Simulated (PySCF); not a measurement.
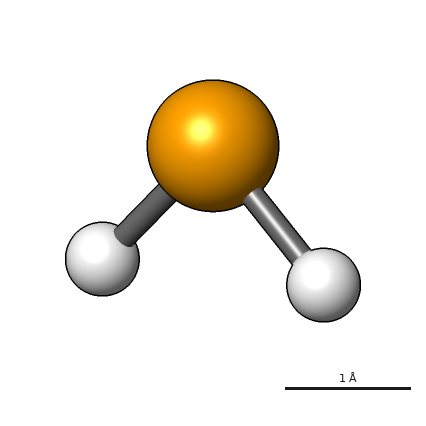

A ball-and-stick model of a molecule. Every bond is drawn as one stick, whatever its order. Colours: selenium orange, hydrogen white.

Question: Which formula does it have?

Answer: H2Se, 3 atoms: 2 hydrogen and 1 selenium.

Question: Give the symmetry (Schoenflies symbol).

Answer: C2v.

Question: How many bonds of each kind are drawn?

Answer: 2 Se–H.

More results for the same structure follow; atom numbers are the same in all pictures, views and colours differ. Computed geometry: PBE0-D3(BJ)/def2-SVP optimisation. No frequency run is at hand to confirm it as a minimum.

### Geometry

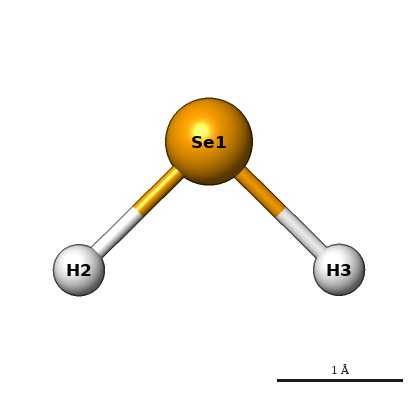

Numbered structure. No frequency run is at hand to confirm it as a minimum.

Which atoms are bonded, and how long are the bonds?

```
  bond  length (Å)   order
Se1–H2       1.469  single
Se1–H3       1.470  single
```

### Dipole moment

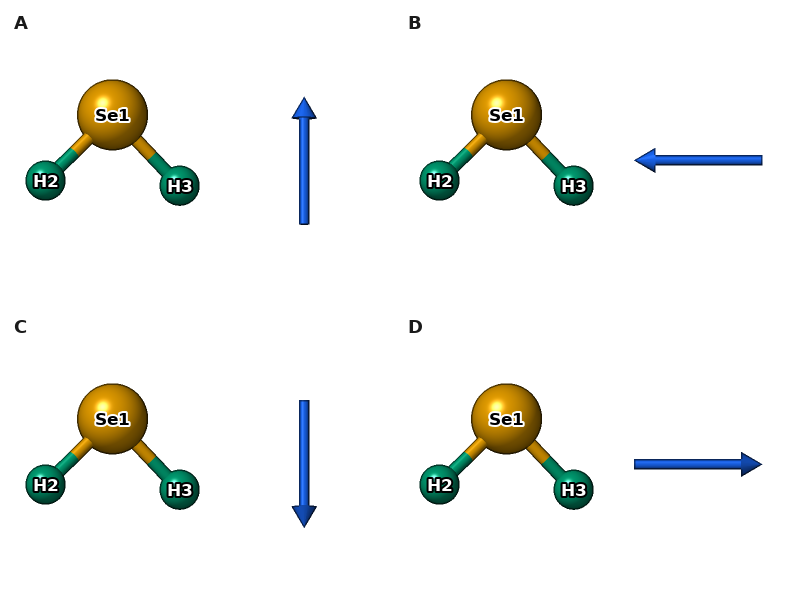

The same molecule four times, each with an arrow. No frequency run is at hand to confirm it as a minimum. Level of theory: PBE0/aug-cc-pVDZ, gas phase (PySCF 2.14.0).

Question: Which arrow points along the dipole moment, from the negative to the positive end?

Answer: C. The dipole moment is 0.75 D; it points from the side of Se1 to the side of H2, H3 (the outermost atoms at the two ends).

### Excitation

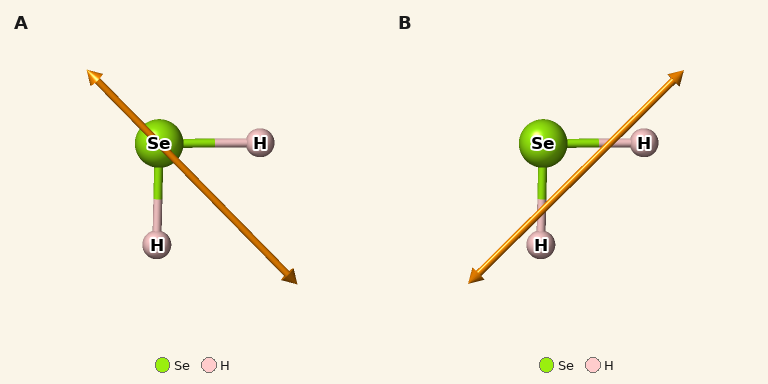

The double arrows show the directions of two transition dipoles from the ground state (lengths mean nothing). No frequency run is at hand to confirm it as a minimum. Level of theory: TDDFT PBE0/def2-TZVPD, vertical, gas phase, core orbitals frozen in the response (PySCF 2.14.0).

Question: One belongs to singlet state 8 and one to singlet state 9. Which is which?

Answer: A: state 9, 8.57 eV (145 nm), oscillator strength 0.036, mainly HOMO−1 → LUMO (weight 0.77); polarised in the molecular plane.
B: state 8, 8.45 eV (147 nm), oscillator strength 0.016, mainly HOMO → LUMO+7 (weight 0.65); polarised in the molecular plane.

### Polarisability

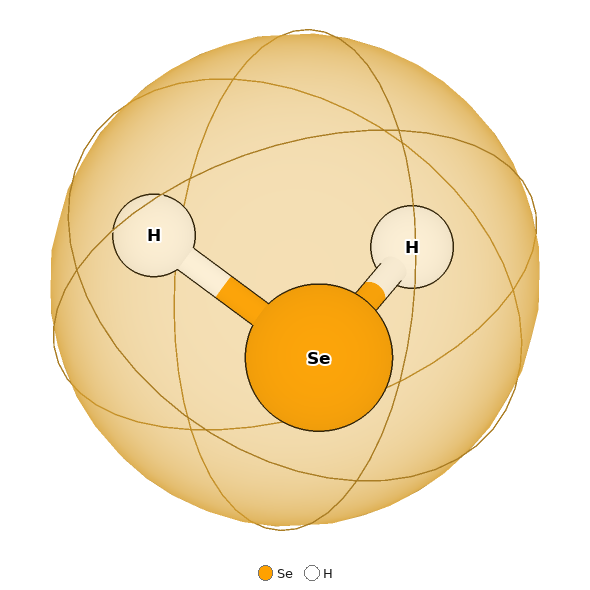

The ellipsoid shows the static dipole polarisability: its half-axes are proportional to the principal values. No frequency run is at hand to confirm it as a minimum. Computed with PBE0/def2-TZVPD (PySCF 2.14.0).

Question: Give the principal values, the mean and the anisotropy.

Answer: Principal values 31.2, 31.2, 32.2 bohr³; mean 31.6 bohr³ (4.68 Å³); anisotropy 1.0 bohr³, so the longest axis is 1.03 times the shortest.
